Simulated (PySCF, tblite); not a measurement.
**C₅H₈ClOSi radical: geometry, infrared bands and EPR parameters**

What infrared bands and EPR parameters should C₅H₈ClOSi radical (`C=C1[C@@H](O)[C@@]1(Cl)C[SiH2]`) show?

The runs use tblite 0.8.0 and PySCF 2.14.0, with density-fitted response routines of our own; the level of theory stands in each step. All values are computed, except where a source is named. Atoms count from 0, in the outputs and in this text.

## 1. Starting geometry

16 atoms, charge 0, multiplicity 2; geometry from: force field or distance geometry start.

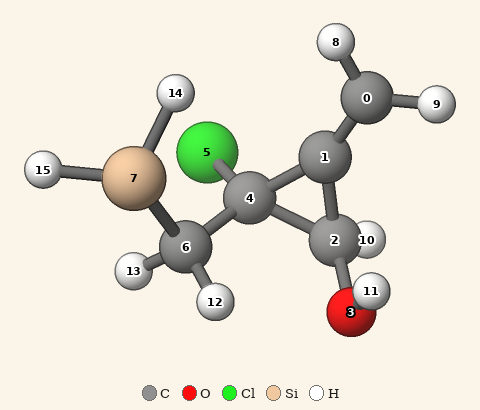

As it starts; carbon grey, oxygen red, chlorine green, silicon light orange, hydrogen white, atoms numbered; sticks join atoms by distance.

## 2. Optimising the geometry with GFN2-xTB

What the job is given:

```
{"job": {"kind": "relax", "xc": "GFN2-xTB", "basis": "xTB"}, "charge": 0, "multiplicity": 2}
C     -1.634600    -1.505900     0.537000
C     -0.971100    -0.499600    -0.037400
C     -1.110500     0.900600    -0.542700
O     -1.289600     1.889900     0.412400
C      0.205700     0.189500    -0.590700
Cl     0.782500    -0.289800    -2.205800
C      1.260900     0.785200     0.278300
Si     2.077100    -0.501600     1.364300
H     -1.162100    -2.444800     0.790300
H     -2.706700    -1.397600     0.767000
H     -1.638700     1.064600    -1.502800
H     -1.578600     1.439600     1.247400
H      0.848700     1.561700     0.961100
H      2.061300     1.238200    -0.331200
H      1.376200    -1.789700     1.142700
H      3.472100    -0.631400     0.966400
```

Run with:

```bash
> OMP_NUM_THREADS=1 python probes_run.py task.json out
```

One launch serves the whole session: the jobs run in the order shown.

Standard output:

```text
step      E/eV     max force
  0    -679.79057    1.381
  1    -679.89299    1.359
  2    -679.94967    0.880
  3    -679.98764    0.501
  4    -680.01321    0.428
  5    -680.03506    0.414
  6    -680.05128    0.276
  7    -680.06239    0.267
  8    -680.07103    0.241
  9    -680.08003    0.247
 10    -680.08862    0.219
 11    -680.09569    0.200
 12    -680.10106    0.230
 13    -680.10565    0.189
 14    -680.11002    0.168
 15    -680.11383    0.193
 16    -680.11700    0.174
 17    -680.11971    0.145
 18    -680.12181    0.096
 19    -680.12336    0.086
 20    -680.12472    0.092
 21    -680.12624    0.128
 22    -680.12810    0.136
 23    -680.13004    0.105
 24    -680.13165    0.097
 25    -680.13288    0.085
 26    -680.13390    0.101
 27    -680.13480    0.094
 28    -680.13559    0.073
 29    -680.13637    0.070
 30    -680.13728    0.084
 31    -680.13846    0.096
 32    -680.13991    0.085
 33    -680.14147    0.111
 34    -680.14304    0.117
 35    -680.14475    0.143
 36    -680.14704    0.155
 37    -680.15028    0.143
 38    -680.15415    0.149
 39    -680.15746    0.134
 40    -680.15966    0.181
 41    -680.15010    0.719
 42    -680.16321    0.124
 43    -680.16492    0.119
 44    -680.17223    0.182
 45    -680.17438    0.186
 46    -680.18297    0.148
 47    -680.18712    0.156
 48    -680.19203    0.228
 49    -680.19588    0.196
 50    -680.19641    0.547
 51    -680.20216    0.184
 52    -680.20408    0.123
 53    -680.20636    0.080
 54    -680.20717    0.090
 55    -680.20903    0.095
 56    -680.21054    0.092
 57    -680.21232    0.100
 58    -680.21381    0.103
 59    -680.21528    0.097
 60    -680.21690    0.096
 61    -680.21880    0.120
 62    -680.22066    0.139
 63    -680.22222    0.095
 64    -680.22346    0.087
 65    -680.22448    0.095
 66    -680.22567    0.094
 67    -680.22680    0.116
 68    -680.22790    0.100
 69    -680.22907    0.075
 70    -680.23013    0.074
 71    -680.23091    0.068
 72    -680.23148    0.080
 73    -680.23211    0.080
 74    -680.23285    0.081
 75    -680.23355    0.063
 76    -680.23407    0.046
 77    -680.23446    0.043
 78    -680.23482    0.043
 79    -680.23524    0.050
 80    -680.23573    0.053
 81    -680.23616    0.042
 82    -680.23644    0.034
 83    -680.23666    0.032
 84    -680.23689    0.051
 85    -680.23712    0.035
 86    -680.23731    0.041
 87    -680.23742    0.023
 88    -680.23748    0.017
 89    -680.23752    0.016
 90    -680.23756    0.015
 91    -680.23761    0.018
 92    -680.23766    0.019
 93    -680.23771    0.018
 94    -680.23778    0.018
 95    -680.23788    0.020
 96    -680.23798    0.024
 97    -680.23808    0.024
 98    -680.23815    0.019
 99    -680.23819    0.010
100    -680.23821    0.009
```

It took 0.85 s on 1 thread of Arm Neoverse V1, shared host.

Along the way: (not every step is listed)

```tsv
step	energy from step 0 (eV)	largest force (eV/Å)
0	0.0000	1.3806
1	-0.1024	1.3586
2	-0.1591	0.8803
3	-0.1971	0.5015
4	-0.2226	0.4282
5	-0.2445	0.4144
6	-0.2607	0.2763
7	-0.2718	0.2668
8	-0.2805	0.2406
16	-0.3264	0.1740
24	-0.3411	0.0972
32	-0.3493	0.0849
40	-0.3691	0.1807
48	-0.4015	0.2282
56	-0.4200	0.0921
64	-0.4329	0.0873
72	-0.4409	0.0796
80	-0.4452	0.0526
88	-0.4469	0.0168
95	-0.4473	0.0201
96	-0.4474	0.0239
97	-0.4475	0.0241
98	-0.4476	0.0189
99	-0.4476	0.0105
100	-0.4476	0.0094
```

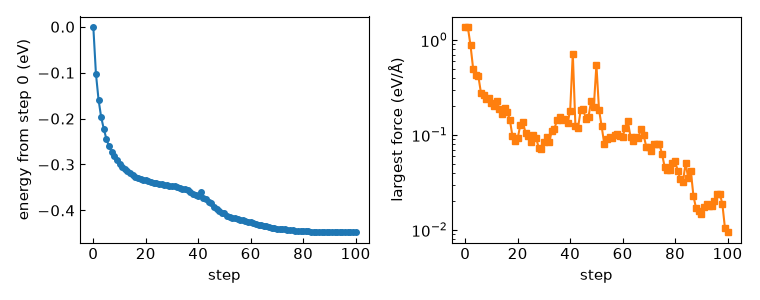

Energy and largest force along the relaxation.

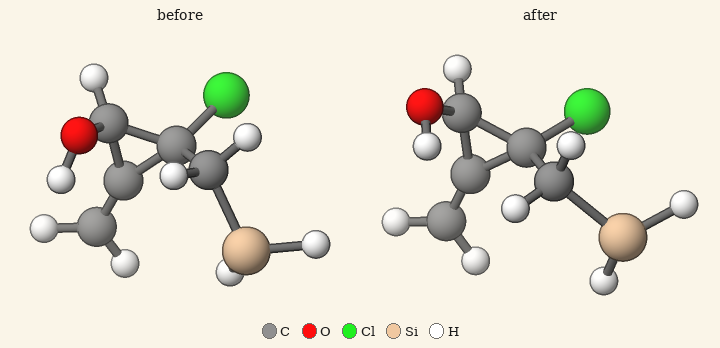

Before and after, at one scale.

Distances of close pairs at the start and the end, largest changes first:

```tsv
bond	before (Å)	after (Å)	change (Å)
C6–Si7	1.871	1.907	+0.036
C2–C4	1.497	1.526	+0.029
O3–H11	0.992	0.963	-0.028
Si7–H14	1.483	1.456	-0.027
C0–C1	1.335	1.310	-0.026
C0–H9	1.102	1.078	-0.024
C2–H10	1.108	1.084	-0.024
C6–H12	1.113	1.092	-0.021
```

The final coordinates are the input of the step that follows.

## 3. Infrared spectrum with GFN2-xTB

What the job is given:

```
{"job": {"kind": "ir", "xc": "GFN2-xTB", "basis": "xTB"}, "charge": 0, "multiplicity": 2}
C     -1.710429    -1.425361     0.576428
C     -1.107576    -0.425906    -0.017448
C     -1.171825     0.889976    -0.681066
O     -1.553943     2.060546    -0.039141
C      0.161551     0.198992    -0.411416
Cl     0.977349    -0.483608    -1.835202
C      1.137767     0.687193     0.630173
Si     2.446831    -0.645767     1.013584
H     -1.159210    -2.272246     0.953918
H     -2.781234    -1.442788     0.700550
H     -1.520707     0.924044    -1.707311
H     -1.278021     2.028210     0.883416
H      0.579415     0.949478     1.531824
H      1.623113     1.598115     0.271741
H      1.827856    -1.920940     1.346890
H      3.521465    -0.710996     0.039132
```

Standard output:

```text
mode    cm-1     km/mol
  1      36.3      0.45
  2      90.0      0.29
  3     132.2      2.32
  4     155.4      6.89
  5     164.3     18.61
  6     183.5      6.61
  7     220.2     12.55
  8     258.7    120.66
  9     301.7      4.20
 10     344.7      2.92
 11     483.9     11.57
 12     492.5     16.71
 13     538.4     47.79
 14     559.8     15.97
 15     611.3      3.20
 16     693.4      4.17
 17     726.2    130.41
 18     758.0     37.34
 19     787.2     85.42
 20     827.6     17.85
 21     894.7     14.09
 22     905.6     37.88
 23     941.4     41.48
 24    1021.5     26.00
 25    1054.8     52.41
 26    1135.4     25.21
 27    1159.7     42.32
 28    1213.8      3.36
 29    1234.7      3.81
 30    1257.7      5.89
 31    1339.1    126.43
 32    1422.7     21.56
 33    1457.3      3.21
 34    1853.9     12.38
 35    2317.6    178.52
 36    2356.5    307.92
 37    2954.5     38.46
 38    2966.9     10.34
 39    3036.2      9.65
 40    3077.8     14.33
 41    3099.6     27.33
 42    3541.5      9.81
```

It took 0.66 s on 1 thread of Arm Neoverse V1, shared host.

Which atoms move in the most intense modes:

```tsv
cm⁻¹	km/mol	atoms
259	120.7	H11 42 %, O3 34 %
538	47.8	H15 45 %, H14 25 %, Si7 17 %
726	130.4	H14 48 %, H15 46 %
787	85.4	C6 37 %, H12 23 %, Si7 11 %
1055	52.4	H9 20 %, H8 20 %, C1 15 %, C0 13 %
1339	126.4	C2 31 %, H10 27 %, H11 16 %
2318	178.5	H14 92 %
2356	307.9	H15 91 %
```

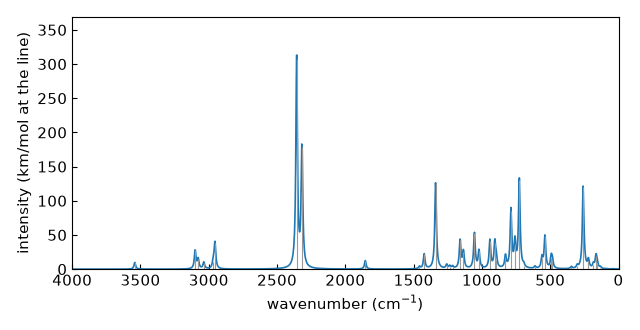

The infrared spectrum from these modes, unscaled. Lines are broadened to a width of 14 cm⁻¹ (Lorentzian).

## 4. g tensor and hyperfine couplings: B3LYP/pcH-1

The job, as its differences from that of step 3:

```diff
@@ -1,2 +1,2 @@
-{"job": {"kind": "ir", "xc": "GFN2-xTB", "basis": "xTB"}, "charge": 0, "multiplicity": 2}
+{"job": {"kind": "epr", "basis": "pcH-1"}, "charge": 0, "multiplicity": 2}
 C     -1.710429    -1.425361     0.576428
```

Method: UKS B3LYP, pcH-1 on C Cl H O Si, non-relativistic, mean-field spin-orbit, GIAO.

Standard output:

```text
UKS, coarse grid
  cycle   1  E = -1020.05522777  |g| = 5.28e-01
  cycle   2  E = -1019.94716145  |g| = 7.63e-01
  cycle   3  E = -1020.15302140  |g| = 1.06e-01
  cycle   4  E = -1020.15676927  |g| = 5.05e-02
  cycle   5  E = -1020.15791467  |g| = 1.74e-02
  cycle   6  E = -1020.15805390  |g| = 4.60e-03
  cycle   7  E = -1020.15806305  |g| = 1.66e-03
  cycle   8  E = -1020.15806568  |g| = 3.85e-04
UKS, final grid
  cycle   1  E = -1020.15809113  |g| = 5.16e-04
  cycle   2  E = -1020.15809094  |g| = 8.14e-04
  cycle   3  E = -1020.15809126  |g| = 1.01e-04
  cycle   4  E = -1020.15809126  |g| = 2.60e-05
E = -1020.15809126 Eh   <S^2> = 0.7515 (exact 0.7500)
g shifts (ppm)      1          2          3
  rmc          -134       -134       -134
  gc             18         81         58
  oz_so        -403       1102       1665
  total        -518       1049       1590
hyperfine (MHz)  atom isotope    a_iso     a_fc   dipolar eigenvalues
    0   13C       0.03       0.03     -0.45      0.04      0.41
    1   13C      -0.27      -0.27     -0.49     -0.13      0.63
    2   13C       1.97       1.97     -1.21     -1.10      2.31
    3   17O      -0.70      -0.70     -0.48      0.16      0.32
    4   13C      31.99      32.03     -2.32     -1.99      4.30
    5  35Cl      10.60      10.63     -2.53     -2.26      4.80
    6   13C      27.02      27.00     -2.45     -1.99      4.44
    7  29Si    -387.60    -388.74   -181.28     90.34     90.95
    8    1H      -0.04      -0.04     -1.07     -0.82      1.88
    9    1H      -0.28      -0.28     -0.53     -0.47      1.00
   10    1H       3.17       3.17     -1.06     -0.15      1.21
   11    1H       0.19       0.19     -0.81     -0.48      1.29
   12    1H      10.36      10.36     -4.31     -2.63      6.94
   13    1H      -1.35      -1.36     -3.73     -2.28      6.01
   14    1H      22.98      22.96    -10.51      1.42      9.09
   15    1H      36.34      36.32    -10.42      1.64      8.78
```

Run time: 2.1 min. Hardware: 1 thread of Arm Neoverse V1, shared host; peak memory 1.1 GiB.

Principal g values 2.00180, 2.00337, 2.00391; g(iso) = 2.00303, against 2.00232 for a free electron.

Hyperfine couplings; where a row names several nuclei, a(iso) is their mean (it holds for fast rotation or exchange) and the dipolar term the largest among them:

```tsv
nuclei	isotope	a(iso) (MHz)	a(iso) (G, at g = 2.0023)	largest dipolar term (MHz)
Si7	29Si	-387.6	-138.3	-181.3
C4	13C	32.0	11.4	4.3
H14, H15	1H	29.7	10.6	-10.5
C6	13C	27.0	9.6	4.4
Cl5	35Cl	10.6	3.8	4.8
H12	1H	10.4	3.7	6.9
H10	1H	3.2	1.1	1.2
C2	13C	2.0	0.7	2.3
H13	1H	-1.4	-0.5	6.0
O3	17O	-0.7	-0.2	-0.5
H9	1H	-0.3	-0.1	1.0
C1	13C	-0.3	-0.1	0.6
H11	1H	0.2	0.1	1.3
H8	1H	0.0	0.0	1.9
```

Mulliken spin populations:

C0 0.00; C1 0.00; C2 0.01; O3 0.00; C4 0.01; Cl5 0.00; C6 -0.01; Si7 1.00; H8 0.00; H9 0.00; H10 0.00; H11 0.00; H12 0.00; H13 0.00; H14 -0.01; H15 0.00

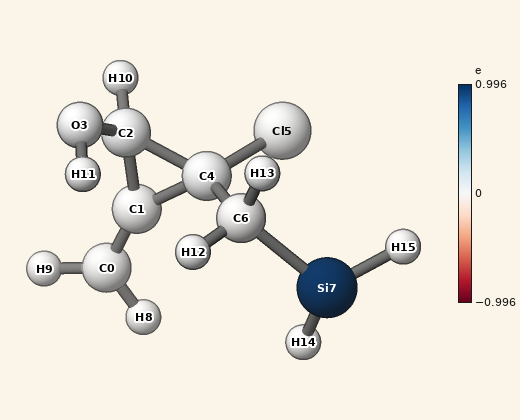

Mulliken spin populations, as colours on the atoms.

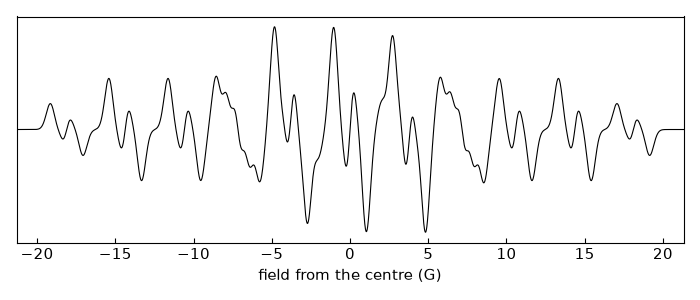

First-order isotropic spectrum (first derivative, main isotopes with spin only, couplings over 0.8 MHz, Gaussian width 0.3 G; couplings of the frozen geometry, rotation of groups not averaged beyond the rows shown).

The fields below are evaluated on a grid from the run's orbitals.

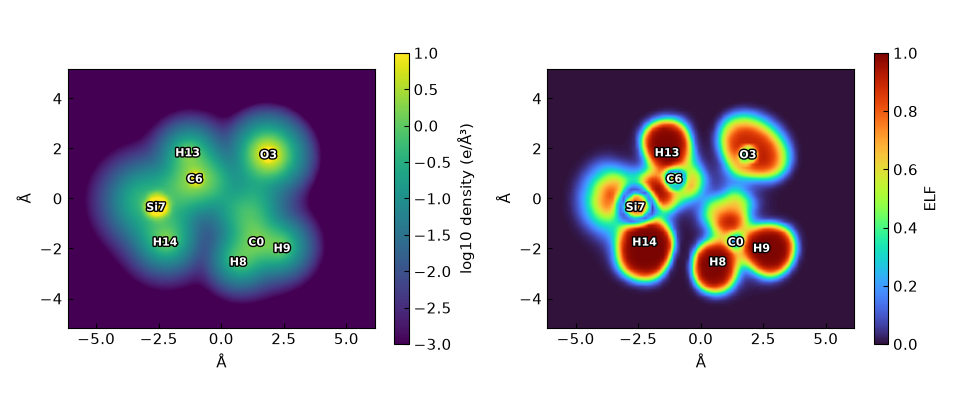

Density (left) and ELF (right) in a plane through or near 8 of the atoms.

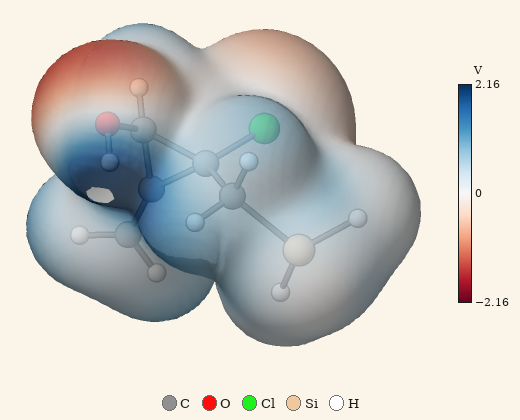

Electrostatic potential on the surface of density 0.002 e/bohr³; red is low, blue high. It runs from -1.24 V near O3 to 2.16 V near H11.

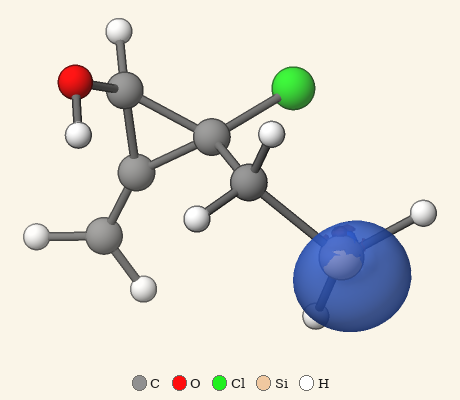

Spin density at ±0.08 e/Å³ (alpha excess blue, beta excess red).

## 5. What came out

```
                                                                  quantity                    value
                                 strongest single infrared mode (GFN2-xTB)    2356 cm⁻¹, 308 km/mol
                                              zero-point energy (GFN2-xTB)            69.5 kcal/mol
                                                            g(iso) (B3LYP)                  2.00303
                                                                      ⟨S²⟩       0.751 (exact 0.75)
                                        largest a(iso) (averaged by class)  29Si on Si7, -387.6 MHz
potential on the surface of density 0.002 e/bohr³, 1st and 99th percentile       -1.24 V and 2.16 V
```

**Reading.** Relaxing lowered the energy by 0.448 eV in 100 steps; the close pair that moved most is C6–Si7, from 1.871 to 1.907 Å. No mode is imaginary among the 42: a minimum at this level. The strongest single mode, at 2356 cm⁻¹, moves mainly H15. Unscaled tight-binding wavenumbers are off by several per cent, some by more. Its intensities can rank the bands wrongly. Most of the unpaired spin sits on Si7 (1.00 e). The isotropic g lies 0.7 ppt above the free-electron value. These values are for one conformer; the search (at its own cheap level) found 1 more, at 1.31 kcal/mol, and measured spectra average over such forms.
